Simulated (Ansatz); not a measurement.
**H₃O (doublet): one geometry, many settings at distance H1–H2 along a hydrogen transfer = 0.745 Å**

What do other methods and options give for H₃O (doublet) at this geometry, and how long do they take?

Computed with Ansatz 0.2.0, Gaussian basis. Level: the settings change from run to run.

6 further runs of the same task are left out: 6 that didn't finish.

## (1) What is computed

The geometry derives from fragments relaxed apart (PBE0/def2-TZVP) and kept rigid, so it is no stationary point. A hydrogen atom is moved between rigid fragments.

4 atoms, charge 0, spin multiplicity 2.

Atoms are counted from 1 here; the program's logs count them from 0.

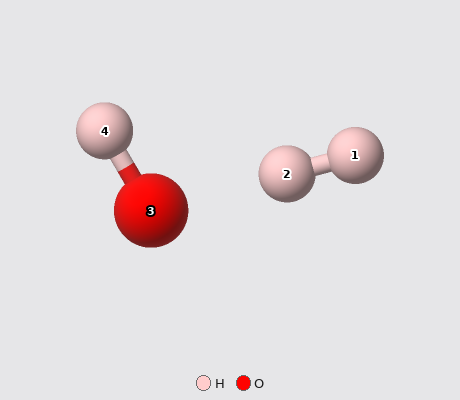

The geometry (hydrogen pink, oxygen red); atoms are numbered from 1 in the order of the file.

## (2) CASSCF(7,7)/def2-mTZVP

File in.yaml:

```yaml
crystal:
  periodic: [false, false, false]
  atoms:
    - {symbol: H, position_ang: [-2.045612, 0.049803, 0.000000]}
    - {symbol: H, position_ang: [-1.300612, 0.049803, 0.000000]}
    - {symbol: O, position_ang: [0.183388, 0.049803, 0.000000]}
    - {symbol: H, position_ang: [0.435246, -0.890147, 0.000000]}
basis:
  gaussian: {orbitals: def2-mTZVP, point_charges: [{charge: 0.50, position_ang: [4.815, -0.366, -0.632]}]}
magnetization: {spin_polarized: false, initial_magnetization: 1}
correlation: {active_space: {window: {electrons: 7, orbitals: 7}}}
output: {forces: true}
```

Command:

```bash
$ ansatz run in.yaml --threads 1 --pin off --events-out ev --progress --plain --max-ram 2393MiB
```

Log:

```text
Functional definition: HF
  name "HF"
  cite "Fock, Z. Phys. 61, 126 (1930) doi:10.1007/BF01340294"
  parent pbe
  exchange = exact_x
  correlation = 0
321 factors; integrals over basis functions are off by at most 1.2e-3 eV
mean field evaluation 1: about -2079.3322 eV, gradient 2.5e1 eV
mean field evaluation 2: about -2079.3322 eV, gradient 2.5e1 eV
mean field evaluation 4: about -2081.8293 eV, gradient 3.8e0 eV
mean field evaluation 8: about -2082.0574 eV, gradient 3.9e-1 eV
mean field evaluation 16: about -2082.0148 eV, gradient 7.1e-1 eV
mean field -2082.05976906 eV, -76.5142852420 hartree, gradient 9.0e-6 eV, S^2 0.750000; 4 other end points of the search recorded, 0 dependent functions left out
reference -2082.05976906 eV, -76.5142852420 hartree; 6, 5 occupied and 27, 28 virtual orbitals, 321 factors
state -2084.15139101 eV, -76.5911509311 hartree
the calculation of the forces begins
Total energy: -2084.15139101 eV, -76.5911509311 hartree
Atom 0 at    -2.045612     0.049803     0.000000 Å, force    -1.325630    -0.100425    -0.000264 eV/Å
Atom 1 at    -1.300612     0.049803     0.000000 Å, force     0.126651    -0.069331    -0.005017 eV/Å
Atom 2 at     0.183388     0.049803     0.000000 Å, force     1.510802     0.701505    -0.008646 eV/Å
Atom 3 at     0.435246    -0.890147     0.000000 Å, force    -0.324213    -0.556131     0.018350 eV/Å
Dipole moment:     0.024155    -0.310361     0.004390 e Å
```

Wall time 3.7 s (1 thread of Arm Neoverse V1, shared host).

From the report: 1,225 determinants; active occupations 1.98, 1.97, 1.97, 1.00, 0.03, 0.03, 0.02.

## (3) MP2 on UHF/6-31G

File in.yaml:

```yaml
crystal:
  periodic: [false, false, false]
  atoms:
    - {symbol: H, position_ang: [-2.045612, 0.049803, 0.000000]}
    - {symbol: H, position_ang: [-1.300612, 0.049803, 0.000000]}
    - {symbol: O, position_ang: [0.183388, 0.049803, 0.000000]}
    - {symbol: H, position_ang: [0.435246, -0.890147, 0.000000]}
basis:
  gaussian: {orbitals: 6-31G, fitting: {mean_field: def2-universal-jkfit}, point_charges: [{charge: -1.00, position_ang: [4.552, -0.318, -0.824]}]}
magnetization: {spin_polarized: true, initial_magnetization: 1}
correlation: {method: mp2, electrons: all}
output: {forces: true}
```

The command is unchanged.

Log, cut to the lines that bear on the results:

```text
Functional definition: HF
  name "HF"
  cite "Fock, Z. Phys. 61, 126 (1930) doi:10.1007/BF01340294"
  parent pbe
[...]
131 factors; integrals over basis functions are off by at most 4.3e-2 eV
[...]
mean field -2080.90678668 eV, -76.4719139213 hartree, gradient 8.8e-6 eV, S^2 0.761015; 4 other end points of the search recorded, 0 dependent functions left out
reference -2080.90678668 eV, -76.4719139213 hartree; 6, 5 occupied and 9, 10 virtual orbitals, 131 factors
second order -3.01086838 eV of doubles, -0.00000000 eV of singles
[...]
Total energy: -2083.91765507 eV, -76.5825612935 hartree
Atom 0 at    -2.045612     0.049803     0.000000 Å, force    -0.801720    -0.182097     0.014389 eV/Å
Atom 1 at    -1.300612     0.049803     0.000000 Å, force    -0.772056     0.233470    -0.010372 eV/Å
Atom 2 at     0.183388     0.049803     0.000000 Å, force     1.143960     0.791104     0.045186 eV/Å
Atom 3 at     0.435246    -0.890147     0.000000 Å, force     0.485315    -0.773733    -0.067375 eV/Å
Dipole moment:     0.160346    -0.419932    -0.002225 e Å
```

Run time: 0.12 s. Hardware: 1 thread of Arm Neoverse V1, shared host.

From the report: ⟨S²⟩ of the determinant 0.761 (pure doublet: 0.75).

## (4) CISD/aug-cc-pVDZ

File in.yaml:

```yaml
crystal:
  periodic: [false, false, false]
  atoms:
    - {symbol: H, position_ang: [-2.045612, 0.049803, 0.000000]}
    - {symbol: H, position_ang: [-1.300612, 0.049803, 0.000000]}
    - {symbol: O, position_ang: [0.183388, 0.049803, 0.000000]}
    - {symbol: H, position_ang: [0.435246, -0.890147, 0.000000]}
basis:
  gaussian: {orbitals: aug-cc-pVDZ}
magnetization: {spin_polarized: false, initial_magnetization: 1}
correlation: {active_space: {ras: {orbitals: [4, 1, 44], electrons: 9, max_holes: 2, max_particles: 2}, fixed_orbitals: true}}
output: {forces: true}
```

Same command.

Log, cut to the lines that bear on the results:

```text
Functional definition: HF
  name "HF"
  cite "Fock, Z. Phys. 61, 126 (1930) doi:10.1007/BF01340294"
  parent pbe
[...]
468 factors; integrals over basis functions are off by at most 9.3e-4 eV
[...]
mean field -2081.75084968 eV, -76.5029326644 hartree, gradient 1.5e-6 eV, S^2 0.750000; 7 other end points of the search recorded, 0 dependent functions left out
reference -2081.75084968 eV, -76.5029326644 hartree; 6, 5 occupied and 44, 45 virtual orbitals, 468 factors
state -2087.69302249 eV, -76.7213034872 hartree
[...]
Total energy: -2087.69302249 eV, -76.7213034872 hartree
Atom 0 at    -2.045612     0.049803     0.000000 Å, force    -1.408754    -0.136096    -0.000000 eV/Å
Atom 1 at    -1.300612     0.049803     0.000000 Å, force     0.309431     0.064539    -0.000000 eV/Å
Atom 2 at     0.183388     0.049803     0.000000 Å, force     1.297472     0.156259     0.000000 eV/Å
Atom 3 at     0.435246    -0.890147     0.000000 Å, force    -0.198149    -0.084702    -0.000000 eV/Å
Dipole moment:     0.060766    -0.310205     0.000000 e Å
```

It took 4.1 s on 1 thread of Arm Neoverse V1, shared host; peak memory 0.29 GiB.

From the report: 42,922 determinants.

## (5) CCSD on ROHF/aug-cc-pVDZ

in.yaml: that of step 4 with these lines changed.

```diff
@@ -10,3 +10,2 @@
 magnetization: {spin_polarized: false, initial_magnetization: 1}
-correlation: {active_space: {ras: {orbitals: [4, 1, 44], electrons: 9, max_holes: 2, max_particles: 2}, fixed_orbitals: true}}
-output: {forces: true}
+correlation: {method: ccsd, electrons: valence}
```

Same command.

Log, cut to the lines that bear on the results:

```text
Functional definition: HF
  name "HF"
  cite "Fock, Z. Phys. 61, 126 (1930) doi:10.1007/BF01340294"
  parent pbe
[...]
468 factors; integrals over basis functions are off by at most 9.3e-4 eV
[...]
mean field -2081.75084968 eV, -76.5029326644 hartree, gradient 1.5e-6 eV, S^2 0.750000; 7 other end points of the search recorded, 0 dependent functions left out
[...]
determinant -2081.75084968 eV, -76.5029326644 hartree, with singles and doubles -2088.01928930 eV, -76.7332935716 hartree
determinant -2081.39395038 eV, -76.4898168571 hartree, with singles and doubles -2087.43196606 eV, -76.7117098405 hartree
1 core orbitals not correlated: weight in the atoms' cores, before any rotation towards them, 1.000 or more for the frozen orbitals, at most 0.000 for the correlated occupied ones
reference -2081.75084968 eV, -76.5029326644 hartree; 5, 4 occupied and 44, 45 virtual orbitals, 468 factors
second order -5.50452611 eV of doubles, -0.09981461 eV of singles
cycle   1  -6.24187886 eV  change   -2.4e-1 eV  update   2.0e-2
[...]
cycle  11  -6.26711090 eV  change    6.7e-6 eV  update   9.1e-6
Total energy: -2088.01796058 eV, -76.7332447420 hartree
```

Run time: 1.4 s. Hardware: 1 thread of Arm Neoverse V1, shared host.

From the report: correlation -6.2671 eV; T1 0.032; largest double amplitude 0.03.

## (6) MRCISD+Q(relaxed)(1,5)/6-31G

in.yaml: that of step 5 with these lines changed.

```diff
@@ -8,4 +8,4 @@
 basis:
-  gaussian: {orbitals: aug-cc-pVDZ}
+  gaussian: {orbitals: 6-31G}
 magnetization: {spin_polarized: false, initial_magnetization: 1}
-correlation: {method: ccsd, electrons: valence}
+correlation: {method: fic_mrcisd_q_relaxed, electrons: all, active_space: {window: {electrons: 1, orbitals: 5}}}
```

Same command.

Log, cut to the lines that bear on the results:

```text
Functional definition: HF
  name "HF"
  cite "Fock, Z. Phys. 61, 126 (1930) doi:10.1007/BF01340294"
  parent pbe
[...]
171 factors; integrals over basis functions are off by at most 1.3e-3 eV
[...]
mean field -2080.69529757 eV, -76.4641418397 hartree, gradient 9.4e-7 eV, S^2 0.750000; 6 other end points of the search recorded, 0 dependent functions left out
reference -2080.69529757 eV, -76.4641418397 hartree; 6, 5 occupied and 9, 10 virtual orbitals, 171 factors
state -2080.69529757 eV, -76.4641418397 hartree
contracted CI cycle   1: correlation 0.00000000 eV, 0.0000000000 hartree, residual 1.76e1 eV
contracted CI cycle   2: correlation -3.21361525 eV, -0.1180981820 hartree, residual 3.44e0 eV
contracted CI cycle   3: correlation -3.40701044 eV, -0.1252053243 hartree, residual 1.15e0 eV
contracted CI cycle   4: correlation -3.42743263 eV, -0.1259558260 hartree, residual 3.49e-1 eV
contracted CI cycle   5: correlation -3.43027722 eV, -0.1260603628 hartree, residual 1.47e-1 eV
contracted CI cycle   6: correlation -3.43074511 eV, -0.1260775573 hartree, residual 7.16e-2 eV
contracted CI cycle   7: correlation -3.43085114 eV, -0.1260814539 hartree, residual 2.81e-2 eV
contracted CI cycle   8: correlation -3.43086612 eV, -0.1260820042 hartree, residual 1.15e-2 eV
contracted CI cycle   9: correlation -3.43086942 eV, -0.1260821255 hartree, residual 5.62e-3 eV
contracted CI cycle  10: correlation -3.43087007 eV, -0.1260821495 hartree, residual 2.56e-3 eV
contracted CI cycle  11: correlation -3.43087019 eV, -0.1260821540 hartree, residual 8.99e-4 eV
state -2080.69529757 eV, -76.4641418397 hartree; corrected -2084.30699792 eV, -76.5968693796 hartree
WARN: 4 active orbitals are nearly empty or full. The corrections depend on them more than the energy does, and are more stable in an active space without them
Total energy: -2084.30699792 eV, -76.5968693796 hartree
```

Wall time 0.45 s (1 thread of Arm Neoverse V1, shared host).

From the report: 5 determinants; active occupations 1.00, 0.00, 0.00, 0.00, 0.00. The report marks this result as in doubt.

## (7) CASSCF(1,3)/6-31G

in.yaml: that of step 6 with these lines changed.

```diff
@@ -10,2 +10,3 @@
 magnetization: {spin_polarized: false, initial_magnetization: 1}
-correlation: {method: fic_mrcisd_q_relaxed, electrons: all, active_space: {window: {electrons: 1, orbitals: 5}}}
+correlation: {active_space: {window: {electrons: 1, orbitals: 3}}}
+output: {forces: true}
```

Launched as before.

Log, cut to the lines that bear on the results:

```text
Functional definition: HF
  name "HF"
  cite "Fock, Z. Phys. 61, 126 (1930) doi:10.1007/BF01340294"
  parent pbe
[...]
171 factors; integrals over basis functions are off by at most 1.3e-3 eV
[...]
mean field -2080.69529757 eV, -76.4641418397 hartree, gradient 9.4e-7 eV, S^2 0.750000; 6 other end points of the search recorded, 0 dependent functions left out
reference -2080.69529757 eV, -76.4641418397 hartree; 6, 5 occupied and 9, 10 virtual orbitals, 171 factors
state -2080.69529757 eV, -76.4641418397 hartree
[...]
Total energy: -2080.69529757 eV, -76.4641418397 hartree
Atom 0 at    -2.045612     0.049803     0.000000 Å, force    -0.158839    -0.161262    -0.000000 eV/Å
Atom 1 at    -1.300612     0.049803     0.000000 Å, force    -2.030674     0.233328     0.000000 eV/Å
Atom 2 at     0.183388     0.049803     0.000000 Å, force     2.275429    -0.340321    -0.000000 eV/Å
Atom 3 at     0.435246    -0.890147     0.000000 Å, force    -0.085917     0.268255    -0.000000 eV/Å
Dipole moment:     0.141359    -0.428889     0.000000 e Å
```

Wall time 0.18 s (1 thread of Arm Neoverse V1, shared host).

From the report: 3 determinants; active occupations 1.00, 0.00, 0.00. With so small a space the active step adds no correlation: the energy is the mean field's.

## (8) CCSDT/STO-3G

in.yaml: that of step 7 with these lines changed.

```diff
@@ -8,5 +8,6 @@
 basis:
-  gaussian: {orbitals: 6-31G}
-magnetization: {spin_polarized: false, initial_magnetization: 1}
-correlation: {active_space: {window: {electrons: 1, orbitals: 3}}}
+  gaussian: {orbitals: STO-3G}
+magnetization: {spin_polarized: true, initial_magnetization: 1}
+hamiltonian: {xc: {name: PBE}}
+correlation: {method: ccsdt, electrons: all}
 output: {forces: true}
```

Launched as before.

Log, cut to the lines that bear on the results:

```text
Functional definition: PBE
  name "PBE"
  cite "Perdew, Burke & Ernzerhof, Phys. Rev. Lett. 77, 3865 (1996) doi:10.1103/PhysRevLett.77.3865"
  parent pbe
[...]
107 factors; integrals over basis functions are off by at most 6.1e-8 eV
[...]
mean field -2060.66060503 eV, -75.7278804688 hartree, gradient 3.9e-8 eV, S^2 0.751553; 8 other end points of the search recorded, 0 dependent functions left out
reference -2053.10357767 eV, -75.4501648359 hartree; 6, 5 occupied and 2, 3 virtual orbitals, 107 factors
second order -0.92895239 eV of doubles, -0.19505952 eV of singles
cycle   1  -1.42282868 eV  change   -2.9e-1 eV  update   4.2e-2
[...]
cycle   7  -1.59885354 eV  change   -2.9e-8 eV  update   1.9e-8
[...]
Total energy: -2054.70243121 eV, -75.5089216197 hartree
Atom 0 at    -2.045612     0.049803     0.000000 Å, force    -0.475072    -0.147117    -0.000071 eV/Å
Atom 1 at    -1.300612     0.049803     0.000000 Å, force    -1.244400     0.175840     0.000107 eV/Å
Atom 2 at     0.183388     0.049803     0.000000 Å, force     0.713783     3.990506    -0.000036 eV/Å
Atom 3 at     0.435246    -0.890147     0.000000 Å, force     1.005689    -4.019229    -0.000000 eV/Å
Dipole moment:     0.128755    -0.243411     0.000002 e Å
```

Run time: 2.8 s. Hardware: 1 thread of Arm Neoverse V1, shared host.

From the report: ⟨S²⟩ of the determinant 0.752 (pure doublet: 0.75); correlation -1.5989 eV; T1 0.056; largest double amplitude 0.07. The orbitals are Kohn-Sham ones, so correlation energy and T1 don't compare with those on Hartree-Fock orbitals.

## (9) CCSDTQ on UHF/STO-3G

in.yaml: that of step 8 with these lines changed.

```diff
@@ -10,4 +10,4 @@
 magnetization: {spin_polarized: true, initial_magnetization: 1}
-hamiltonian: {xc: {name: PBE}}
-correlation: {method: ccsdt, electrons: all}
+hamiltonian: {pseudopotentials: {relativity: scalar}}
+correlation: {method: ccsdtq, electrons: outside_noble_gas}
 output: {forces: true}
```

The command is unchanged.

Log, cut to the lines that bear on the results:

```text
Functional definition: HF
  name "HF"
  cite "Fock, Z. Phys. 61, 126 (1930) doi:10.1007/BF01340294"
  parent pbe
[...]
107 factors; integrals over basis functions are off by at most 4.0e-8 eV
[...]
mean field -2054.49545671 eV, -75.5013154472 hartree, gradient 1.3e-6 eV, S^2 0.757061; 6 other end points of the search recorded, 0 dependent functions left out
determinant -2054.49545671 eV, -75.5013154472 hartree, with singles and doubles -2055.77598073 eV, -75.5483738368 hartree
determinant -2054.41153224 eV, -75.4982312795 hartree, with singles and doubles -2055.64996122 eV, -75.5437427053 hartree
determinant -2054.49545671 eV, -75.5013154472 hartree, with singles and doubles -2055.77595799 eV, -75.5483730012 hartree
determinant -2054.41153224 eV, -75.4982312795 hartree, with singles and doubles -2055.64993759 eV, -75.5437418369 hartree
1 core orbitals not correlated: weight in the atoms' cores, before any rotation towards them, 1.000 or more for the frozen orbitals, at most 0.000 for the correlated occupied ones
reference -2054.49545671 eV, -75.5013154472 hartree; 5, 4 occupied and 2, 3 virtual orbitals, 107 factors
second order -0.84423285 eV of doubles, -0.00000000 eV of singles
cycle   1  -1.11649976 eV  change   -2.7e-1 eV  update   3.9e-2
[...]
cycle  15  -1.28297668 eV  change    7.1e-9 eV  update   4.3e-8
[...]
Total energy: -2055.77843339 eV, -75.5484639704 hartree
Relativity: scalar
Atom 0 at    -2.045612     0.049803     0.000000 Å, force    -0.475194    -0.146774     0.000000 eV/Å
Atom 1 at    -1.300612     0.049803     0.000000 Å, force    -1.244699     0.174716     0.000000 eV/Å
Atom 2 at     0.183388     0.049803     0.000000 Å, force     0.712911     3.999693     0.000000 eV/Å
Atom 3 at     0.435246    -0.890147     0.000000 Å, force     1.006982    -4.027635    -0.000000 eV/Å
Dipole moment:     0.128423    -0.243228    -0.000000 e Å
```

Run time: 42 s. Hardware: 1 thread of Arm Neoverse V1, shared host.

From the report: ⟨S²⟩ of the determinant 0.757 (pure doublet: 0.75); correlation -1.2830 eV; T1 0.005; largest double amplitude 0.07.

## (10) The runs in one table

Where basis and cores are those of an earlier FCI/6-31G run (-2084.2989 eV), and the state is the same kind, the miss against it is given. † marks a result that the program doubts.

```csv
level,correlated,functions,energy (eV),from FCI (meV),time
"CASSCF(7,7)/def2-mTZVP (beside a point charge)",,33,-2084.1514,,3.7 s
MP2 on UHF/6-31G (beside a point charge),all,15,-2083.9177,,0.12 s
CISD/aug-cc-pVDZ,valence,50,-2087.6930,,4.1 s
CCSD on ROHF/aug-cc-pVDZ,valence,50,-2088.0180,,1.4 s
"MRCISD+Q(relaxed)(1,5)/6-31G †",all,15,-2084.3070,,0.45 s
"CASSCF(1,3)/6-31G",,15,-2080.6953,3603.6,0.18 s
CCSDT/STO-3G (on PBE orbitals),all,8,-2054.7024,,2.8 s
CCSDTQ on UHF/STO-3G (relativity set),outside noble gas,8,-2055.7784,,42 s
```

## (11) Outcome

```
quantity                                             value
    runs                                                 8
quickest  MP2 on UHF/6-31G (beside a point charge), 0.12 s
 slowest       CCSDTQ on UHF/STO-3G (relativity set), 42 s
```

What this shows: Total energies in different bases, with other cores or another treatment of relativity can't be set against each other. CCSDTQ on UHF/STO-3G (relativity set) took 346 times as long as MP2 on UHF/6-31G (beside a point charge); the jobs differ in more than the method. Hartree-Fock, CASSCF and CASCI lack dynamic correlation by design.
